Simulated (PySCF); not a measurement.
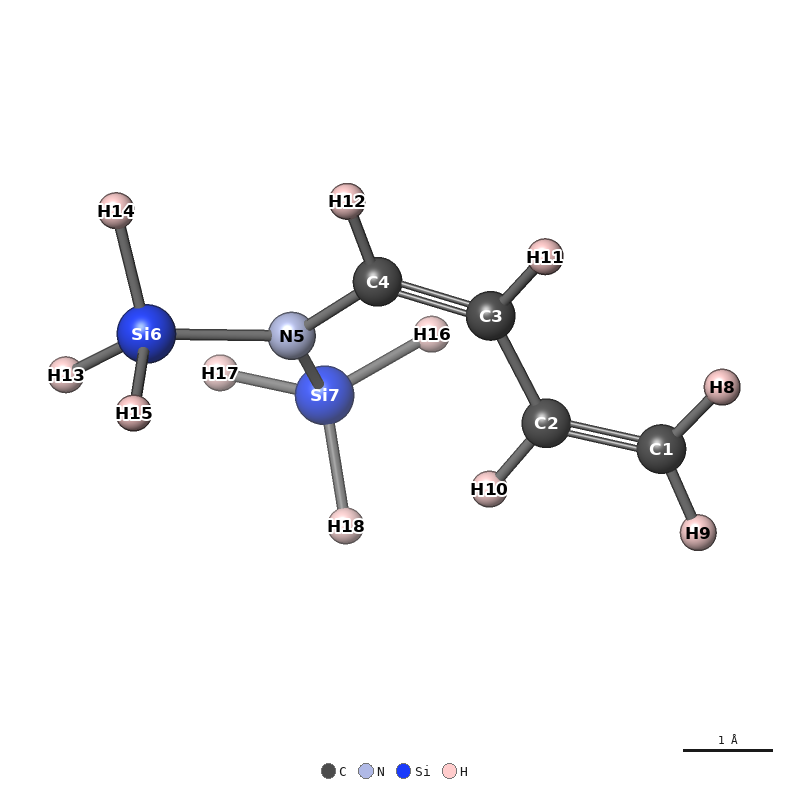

Orthographic view. Distant atoms are faded towards the background colour. The computed structure is the end point of a PBE0-D3(BJ)/def2-SVP optimisation. No frequency run is at hand to confirm it as a minimum.

Write a MOL file (V2000) with the atoms in numerical order, bonds sorted by atom number with the orders drawn, and coordinates in the frame of the picture: x right, y up, z towards the viewer, origin at the mean position.

```
C4H11NSi2
                    3D

 18 17  0  0  0  0  0  0  0  0999 V2000
    3.1100   -0.9100    0.5200 C   0  0  0  0  0  0  0  0  0  0  0  0
    1.8100   -0.6200    0.3700 C   0  0  0  0  0  0  0  0  0  0  0  0
    1.1800    0.6000    0.8500 C   0  0  0  0  0  0  0  0  0  0  0  0
   -0.1000    0.9800    0.6500 C   0  0  0  0  0  0  0  0  0  0  0  0
   -1.0700    0.3700   -0.1600 N   0  0  0  0  0  0  0  0  0  0  0  0
   -2.7100    0.3900    0.4800 Si  0  0  0  0  0  4  0  0  0  0  0  0
   -0.7000   -0.3000   -1.7500 Si  0  0  0  0  0  4  0  0  0  0  0  0
    3.8000   -0.2100    1.0100 H   0  0  0  0  0  0  0  0  0  0  0  0
    3.5300   -1.8600    0.1700 H   0  0  0  0  0  0  0  0  0  0  0  0
    1.1700   -1.3600   -0.1100 H   0  0  0  0  0  0  0  0  0  0  0  0
    1.8000    1.2600    1.4600 H   0  0  0  0  0  0  0  0  0  0  0  0
   -0.4400    1.8900    1.1600 H   0  0  0  0  0  0  0  0  0  0  0  0
   -3.6200   -0.0700   -0.6000 H   0  0  0  0  0  0  0  0  0  0  0  0
   -3.0600    1.7800    0.9000 H   0  0  0  0  0  0  0  0  0  0  0  0
   -2.8600   -0.5000    1.6700 H   0  0  0  0  0  0  0  0  0  0  0  0
    0.5100    0.3900   -2.2700 H   0  0  0  0  0  0  0  0  0  0  0  0
   -1.8800   -0.0500   -2.6300 H   0  0  0  0  0  0  0  0  0  0  0  0
   -0.4600   -1.7800   -1.7300 H   0  0  0  0  0  0  0  0  0  0  0  0
  1  2  2  0
  1  8  1  0
  1  9  1  0
  2  3  1  0
  2 10  1  0
  3  4  2  0
  3 11  1  0
  4  5  1  0
  4 12  1  0
  5  6  1  0
  5  7  1  0
  6 13  1  0
  6 14  1  0
  6 15  1  0
  7 16  1  0
  7 17  1  0
  7 18  1  0
M  END
```
